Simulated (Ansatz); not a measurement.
## Molecular dynamics of C2H4BS (charge −1) (part 4 of 4)

Continued. System: C2H4BS, charge −1. Method: UKS revPBE-D4/def2-SVP (Ansatz 0.2.0). It belongs to a series of runs on one base structure; here: dynamics from the highest image of the converged band.

Geometry of the input (Å):
```
C  -2.3239  -0.7433  -0.3589
B  -0.9887  -0.6617  -0.4542
S  0.8136  -0.6113  -0.6043
C  1.7016  0.8570  0.4312
H  -3.4076  -0.8274  -0.3014
H  1.8800  1.6468  -0.3478
H  1.5006  -0.8747  0.6102
H  0.8244  1.2145  1.0252
```

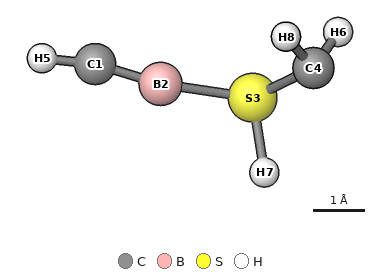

Figure 1. The geometry at step 158 of the log (ball-and-stick view, seen at a tilt; atoms are numbered from 1 in the order of the input).

Trajectory as extended XYZ, continued
```
8
Properties=species:S:1:pos:R:3:forces:R:3 step=115 time_fs=57.5 energy=-13639.06000 temperature=635.4
C    -2.3028   -0.7426   -0.3652    0.9355   0.0644  -0.0542
B    -0.9694   -0.6969   -0.4557   -0.4631   0.1699   0.1383
S     0.8280   -0.5487   -0.5418    1.1028   0.2719   0.5238
C     1.6227    0.8160    0.2854   -0.5167  -2.0731  -0.1923
H    -3.3647   -0.7628   -0.3239   -1.0141  -0.0738   0.0143
H     2.0436    1.5895   -0.3693   -0.2264   0.0235  -0.0690
H     1.0564   -1.7387    0.2896    0.2254   0.6494  -0.5649
H     1.0870    0.9399    1.2290   -0.0435   0.9678   0.2041
8
Properties=species:S:1:pos:R:3:forces:R:3 step=119 time_fs=59.5 energy=-13638.98651 temperature=541.0
C    -2.3065   -0.7392   -0.3687    0.8632   0.0470  -0.0282
B    -0.9719   -0.7058   -0.4396   -0.4107   0.3570  -0.0245
S     0.8331   -0.5506   -0.5469    0.6373   0.3526   0.6879
C     1.6258    0.8296    0.2937   -0.6727  -2.6483  -0.1454
H    -3.3697   -0.7789   -0.3397   -0.9505  -0.0852   0.0227
H     2.0333    1.5729   -0.3845    0.0247   0.2883  -0.2991
H     0.9271   -1.7963    0.2460    0.6830   0.8195  -0.4349
H     1.1023    0.9812    1.2362   -0.1744   0.8691   0.2216
8
Properties=species:S:1:pos:R:3:forces:R:3 step=123 time_fs=61.5 energy=-13638.94122 temperature=482.2
C    -2.3079   -0.7357   -0.3722   -0.7678  -0.0528   0.0222
B    -0.9758   -0.7133   -0.4236   -0.0793   0.4861  -0.1878
S     0.8390   -0.5520   -0.5512    0.1484   0.5968   0.7198
C     1.6268    0.8349    0.3016   -0.6293  -2.3715  -0.0043
H    -3.4068   -0.7981   -0.3546    0.4247  -0.0179   0.0147
H     2.0230    1.5657   -0.4098   -0.0152   0.0722  -0.1395
H     0.8236   -1.8233    0.1861    1.0086   0.7331  -0.1867
H     1.1117    1.0552    1.2504   -0.0902   0.5542  -0.2383
8
Properties=species:S:1:pos:R:3:forces:R:3 step=127 time_fs=63.5 energy=-13638.87882 temperature=402.2
C    -2.3115   -0.7324   -0.3756   -1.5584  -0.1476   0.0231
B    -0.9800   -0.7192   -0.4083    0.1304   0.5488  -0.3303
S     0.8451   -0.5526   -0.5547   -0.2993   1.0183   0.6056
C     1.6258    0.8328    0.3094   -0.3699  -1.6129   0.0044
H    -3.4301   -0.8179   -0.3689    1.0923   0.0522   0.0394
H     2.0117    1.5607   -0.4398   -0.1834  -0.3479   0.2165
H     0.7583   -1.8229    0.1193    1.1865   0.4026   0.1665
H     1.1176    1.1499    1.2553    0.0019   0.0865  -0.7253
8
Properties=species:S:1:pos:R:3:forces:R:3 step=131 time_fs=65.5 energy=-13638.86024 temperature=378.0
C    -2.3196   -0.7295   -0.3790   -0.6678  -0.1392   0.0008
B    -0.9839   -0.7231   -0.3941   -0.0069   0.5579  -0.4412
S     0.8509   -0.5521   -0.5575   -0.6742   1.5414   0.3960
C     1.6236    0.8254    0.3173   -0.0354  -1.0263  -0.0922
H    -3.4157   -0.8360   -0.3816    0.4299   0.0293   0.0697
H     1.9939    1.5432   -0.4623   -0.1994  -0.5119   0.3197
H     0.7380   -1.8077    0.0591    1.2364  -0.0992   0.5596
H     1.1230    1.2480    1.2338   -0.0828  -0.3521  -0.8126
8
Properties=species:S:1:pos:R:3:forces:R:3 step=135 time_fs=67.5 energy=-13638.86209 temperature=380.7
C    -2.3297   -0.7270   -0.3824    1.0671  -0.0196  -0.0050
B    -0.9878   -0.7251   -0.3815   -0.2543   0.5180  -0.5062
S     0.8558   -0.5497   -0.5598   -0.9988   1.8635   0.2624
C     1.6213    0.8146    0.3248    0.2544  -0.8926  -0.2238
H    -3.3873   -0.8533   -0.3918   -0.9263  -0.0936   0.0767
H     1.9691    1.5072   -0.4738    0.0120  -0.3079   0.0420
H     0.7648   -1.7959    0.0199    1.1940  -0.4825   0.8168
H     1.1247    1.3333    1.1825   -0.3481  -0.5854  -0.4630
8
Properties=species:S:1:pos:R:3:forces:R:3 step=138 time_fs=69.0 energy=-13638.90220 temperature=432.6
C    -2.3354   -0.7253   -0.3850    1.4603   0.0103  -0.0045
B    -0.9913   -0.7253   -0.3732   -0.2528   0.4545  -0.5151
S     0.8588   -0.5464   -0.5612   -1.2224   1.6991   0.3300
C     1.6201    0.8046    0.3300    0.4102  -0.9591  -0.3171
H    -3.3851   -0.8683   -0.3975   -1.1689  -0.1170   0.0741
H     1.9504    1.4721   -0.4808    0.2455  -0.0359  -0.2688
H     0.8149   -1.7981    0.0102    1.1051  -0.4390   0.7952
H     1.1178    1.3831    1.1316   -0.5768  -0.6129  -0.0938
8
Properties=species:S:1:pos:R:3:forces:R:3 step=142 time_fs=71.0 energy=-13639.02320 temperature=587.8
C    -2.3394   -0.7229   -0.3884    0.2267  -0.1633  -0.0186
B    -0.9966   -0.7242   -0.3638    0.0719   0.3377  -0.4739
S     0.8614   -0.5404   -0.5628   -1.4190   0.8848   0.6140
C     1.6196    0.7886    0.3360    0.5248  -0.7510  -0.4785
H    -3.4161   -0.8914   -0.4026    0.0103   0.0744   0.0787
H     1.9343    1.4247   -0.4993    0.4543   0.1778  -0.3867
H     0.9179   -1.8137    0.0228    0.8418   0.0614   0.4823
H     1.0889    1.4291    1.0614   -0.7107  -0.6219   0.1828
8
Properties=species:S:1:pos:R:3:forces:R:3 step=146 time_fs=73.0 energy=-13639.10075 temperature=687.8
C    -2.3426   -0.7211   -0.3918   -0.8680  -0.3515  -0.0241
B    -1.0017   -0.7220   -0.3560    0.4474   0.2156  -0.3921
S     0.8623   -0.5333   -0.5637   -1.4109  -0.1936   0.8738
C     1.6208    0.7703    0.3405    0.4976   0.0695  -0.7100
H    -3.4475   -0.9116   -0.4047    1.0256   0.2789   0.0724
H     1.9349    1.3831   -0.5309    0.4333   0.1223   0.0363
H     1.0525   -1.8269    0.0536    0.3747   0.6127   0.0559
H     1.0339    1.4509    0.9969   -0.4997  -0.7540   0.0878
8
Properties=species:S:1:pos:R:3:forces:R:3 step=150 time_fs=75.0 energy=-13639.12694 temperature=721.5
C    -2.3482   -0.7204   -0.3954   -0.4723  -0.3494   0.0011
B    -1.0052   -0.7189   -0.3496    0.5478   0.1128  -0.2989
S     0.8616   -0.5265   -0.5635   -1.2289  -1.1304   0.9149
C     1.6235    0.7524    0.3426    0.3318   1.0106  -0.8350
H    -3.4436   -0.9218   -0.4041    0.7916   0.2818   0.0463
H     1.9517    1.3463   -0.5609    0.3029   0.0739   0.5582
H     1.2012   -1.8176    0.0867   -0.1914   0.8460  -0.2925
H     0.9605    1.4439    0.9356   -0.0813  -0.8453  -0.0940
8
Properties=species:S:1:pos:R:3:forces:R:3 step=154 time_fs=77.0 energy=-13639.08989 temperature=673.6
C    -2.3550   -0.7207   -0.3989    1.1558  -0.1496   0.0426
B    -1.0068   -0.7154   -0.3443    0.4009   0.0316  -0.2111
S     0.8593   -0.5210   -0.5623   -0.9565  -1.7926   0.7209
C     1.6273    0.7375    0.3422    0.1322   1.5363  -0.6883
H    -3.4127   -0.9218   -0.4018   -0.4933   0.0788   0.0176
H     1.9802    1.3130   -0.5705    0.2107   0.2190   0.7217
H     1.3427   -1.7770    0.1090   -0.7136   0.7268  -0.5085
H     0.8836    1.4054    0.8712    0.2637  -0.6502  -0.0949
8
Properties=species:S:1:pos:R:3:forces:R:3 step=158 time_fs=79.0 energy=-13638.99782 temperature=555.4
C    -2.3583   -0.7216   -0.4023    2.0692  -0.0409   0.0683
B    -1.0070   -0.7119   -0.3398    0.3115  -0.0369  -0.1281
S     0.8560   -0.5176   -0.5602   -0.6633  -2.1495   0.3317
C     1.6315    0.7275    0.3397   -0.0006   1.5535  -0.2581
H    -3.3990   -0.9186   -0.3987   -1.1947  -0.0324   0.0048
H     2.0171    1.2885   -0.5539    0.1975   0.5066   0.4600
H     1.4573   -1.7094    0.1123   -1.0912   0.3447  -0.5855
H     0.8162    1.3430    0.8039    0.3716  -0.1452   0.1069
8
Properties=species:S:1:pos:R:3:forces:R:3 step=162 time_fs=81.0 energy=-13638.91006 temperature=441.8
C    -2.3555   -0.7226   -0.4055    0.9046  -0.2392   0.0809
B    -1.0060   -0.7084   -0.3357    0.4362  -0.0999  -0.0508
S     0.8518   -0.5168   -0.5577   -0.4500  -2.1378  -0.2404
C     1.6358    0.7223    0.3363   -0.0411   1.3471   0.2832
H    -3.4249   -0.9155   -0.3954   -0.1076   0.1686  -0.0079
H     2.0615    1.2832   -0.5202    0.1754   0.7294   0.0555
H     1.5308   -1.6291    0.0937   -1.2329  -0.2278  -0.4882
H     0.7624    1.2754    0.7408    0.3154   0.4596   0.3676
8
Properties=species:S:1:pos:R:3:forces:R:3 step=165 time_fs=82.5 energy=-13638.81961 temperature=325.7
C    -2.3512   -0.7239   -0.4077   -0.1532  -0.3789   0.0897
B    -1.0043   -0.7061   -0.3327    0.5432  -0.1435  -0.0087
S     0.8483   -0.5178   -0.5560   -0.4352  -1.8170  -0.7780
C     1.6389    0.7214    0.3343   -0.0324   1.3058   0.5618
H    -3.4499   -0.9095   -0.3932    0.8277   0.3135  -0.0206
H     2.0991    1.2968   -0.4924    0.0413   0.6861  -0.0772
H     1.5555   -1.5735    0.0674   -1.1166  -0.7624  -0.2636
H     0.7302    1.2347    0.7021    0.3251   0.7965   0.4966
8
Properties=species:S:1:pos:R:3:forces:R:3 step=169 time_fs=84.5 energy=-13638.73935 temperature=222.7
C    -2.3460   -0.7266   -0.4104   -0.4277  -0.3640   0.0988
B    -1.0003   -0.7034   -0.3289    0.4877  -0.1878   0.0093
S     0.8431   -0.5211   -0.5546   -0.6142  -0.9836  -1.4894
C     1.6430    0.7239    0.3331   -0.0404   1.4714   0.6549
H    -3.4555   -0.8912   -0.3908    1.0699   0.3103  -0.0256
H     2.1494    1.3366   -0.4572   -0.3101   0.3071   0.0241
H     1.5525   -1.5271    0.0250   -0.6775  -1.5080   0.1907
H     0.6989    1.2075    0.6671    0.5124   0.9547   0.5372
8
Properties=species:S:1:pos:R:3:forces:R:3 step=173 time_fs=86.5 energy=-13638.78470 temperature=281.0
C    -2.3417   -0.7304   -0.4128    0.7103  -0.1659   0.0990
B    -0.9946   -0.7013   -0.3250    0.2026  -0.1962  -0.0098
S     0.8372   -0.5255   -0.5550   -0.5904  -0.2001  -1.7628
C     1.6469    0.7311    0.3341   -0.1586   1.5601   0.5947
H    -3.4241   -0.8615   -0.3894    0.0584   0.1303  -0.0068
H     2.1881    1.3878   -0.4212   -0.6065  -0.1783   0.1148
H     1.5233   -1.5371   -0.0106   -0.3319  -1.7630   0.4735
H     0.6873    1.2159    0.6525    0.7161   0.8130   0.4975
8
Properties=species:S:1:pos:R:3:forces:R:3 step=177 time_fs=88.5 energy=-13638.93064 temperature=468.7
C    -2.3352   -0.7348   -0.4149    1.9051   0.0035   0.0893
B    -0.9882   -0.7000   -0.3211   -0.0357  -0.1506  -0.0335
S     0.8307   -0.5303   -0.5574   -0.0067  -0.0872  -1.3578
C     1.6502    0.7432    0.3369   -0.3911   1.2570   0.5387
H    -3.3912   -0.8268   -0.3882   -1.1130  -0.0188   0.0196
H     2.2044    1.4328   -0.3817   -0.5937  -0.4760  -0.0515
H     1.4799   -1.6113   -0.0295   -0.4478  -1.0289   0.3206
H     0.7024    1.2548    0.6569    0.6830   0.5009   0.4748
8
Properties=species:S:1:pos:R:3:forces:R:3 step=181 time_fs=90.5 energy=-13639.08238 temperature=663.4
C    -2.3230   -0.7392   -0.4166    1.0254   0.0043   0.0992
B    -0.9819   -0.6992   -0.3173    0.0394  -0.0560  -0.0364
S     0.8241   -0.5351   -0.5615    0.6433  -0.2476  -0.7072
C     1.6523    0.7592    0.3415   -0.6759   0.5314   0.5247
H    -3.3951   -0.7922   -0.3864   -0.5601  -0.0077   0.0028
H     2.1991    1.4605   -0.3448   -0.2429  -0.4687  -0.4623
H     1.4192   -1.7238   -0.0365   -0.5957   0.0861   0.0679
H     0.7427    1.3129    0.6797    0.3665   0.1582   0.5112
8
Properties=species:S:1:pos:R:3:forces:R:3 step=185 time_fs=92.5 energy=-13639.09040 temperature=674.4
C    -2.3079   -0.7436   -0.4181   -0.8169   0.0220   0.1208
B    -0.9753   -0.6986   -0.3137    0.2822   0.0530  -0.0377
S     0.8183   -0.5403   -0.5664    0.9734  -0.1657  -0.1585
C     1.6522    0.7769    0.3478   -0.8942  -0.2994   0.4734
H    -3.4180   -0.7580   -0.3845    0.7591  -0.0239  -0.0399
H     2.1848    1.4708   -0.3257    0.1882  -0.3006  -0.8686
H     1.3367   -1.8342   -0.0402   -0.4708   0.8604  -0.0266
H     0.7968    1.3772    0.7221   -0.0209  -0.1458   0.5371
8
Properties=species:S:1:pos:R:3:forces:R:3 step=188 time_fs=94.0 energy=-13639.04559 temperature=617.2
C    -2.2978   -0.7469   -0.4189   -1.4622   0.0834   0.1307
B    -0.9698   -0.6980   -0.3111    0.3306   0.1196  -0.0629
S     0.8147   -0.5443   -0.5702    1.0446   0.0439   0.1701
C     1.6504    0.7897    0.3535   -0.8916  -0.6445   0.2738
H    -3.4198   -0.7330   -0.3841    1.1213  -0.0833  -0.0550
H     2.1776    1.4704   -0.3320    0.2933  -0.2995  -0.8979
H     1.2627   -1.8972   -0.0435   -0.2593   1.1474  -0.0173
H     0.8379    1.4224    0.7672   -0.1768  -0.3669   0.4586
8
Properties=species:S:1:pos:R:3:forces:R:3 step=192 time_fs=96.0 energy=-13639.01987 temperature=583.5
C    -2.2883   -0.7510   -0.4197   -0.8344   0.1504   0.1357
B    -0.9615   -0.6968   -0.3078    0.0524   0.1728  -0.1429
S     0.8110   -0.5495   -0.5751    1.0235   0.3935   0.5262
C     1.6454    0.8050    0.3617   -0.6042  -0.6476  -0.2604
H    -3.3876   -0.7026   -0.3852    0.4208  -0.1371  -0.0380
H     2.1767    1.4589   -0.3687    0.0388  -0.5219  -0.4347
H     1.1564   -1.9427   -0.0482    0.0680   1.2360   0.0413
H     0.8870    1.4695    0.8417   -0.1649  -0.6460   0.1728
8
Properties=species:S:1:pos:R:3:forces:R:3 step=196 time_fs=98.0 energy=-13638.96172 temperature=508.8
C    -2.2812   -0.7546   -0.4200    0.6651   0.1305   0.1306
B    -0.9531   -0.6951   -0.3050   -0.4215   0.1975  -0.2519
S     0.8085   -0.5543   -0.5794    0.9571   0.7868   0.7883
C     1.6386    0.8183    0.3690   -0.1755  -0.6606  -0.8342
H    -3.3418   -0.6772   -0.3877   -0.9868  -0.0990   0.0049
H     2.1769    1.4279   -0.4215   -0.3213  -0.6210   0.2155
H     1.0527   -1.9418   -0.0513    0.3861   1.0503   0.1381
H     0.9299    1.4924    0.9226   -0.1031  -0.7845  -0.1913
8
Properties=species:S:1:pos:R:3:forces:R:3 step=200 time_fs=100.0 energy=-13638.90071 temperature=430.1
C    -2.2723   -0.7578   -0.4199    0.6228   0.1395   0.1345
B    -0.9461   -0.6926   -0.3031   -0.6761   0.2261  -0.3450
S     0.8072   -0.5581   -0.5827    0.8800   1.2963   0.9191
C     1.6312    0.8293    0.3738    0.1602  -1.1044  -1.1648
H    -3.3294   -0.6556   -0.3901   -1.0645  -0.1076   0.0151
H     2.1657    1.3743   -0.4669   -0.4237  -0.3265   0.5589
H     0.9636   -1.9015   -0.0488    0.6659   0.5525   0.3078
H     0.9685    1.4859    0.9966   -0.1646  -0.6758  -0.4256
```

Summary

```tsv
quantity	value
outcome	finished
mean temperature over the second half	520 K
trajectory	200 steps, 100 fs
ensemble	nve
temperature in the input	100.0 K
time step	0.5 fs
potential energy (last step)	−13638.9007 eV
mean-field energy (last step)	−13638.3181 eV
largest force (length of the vector) (last step)	1.816 eV/Å
wall time	9.3 min (CPU time 18 min)
peak memory	0.14 GiB
```

Notes

So short a trajectory is not equilibrated.
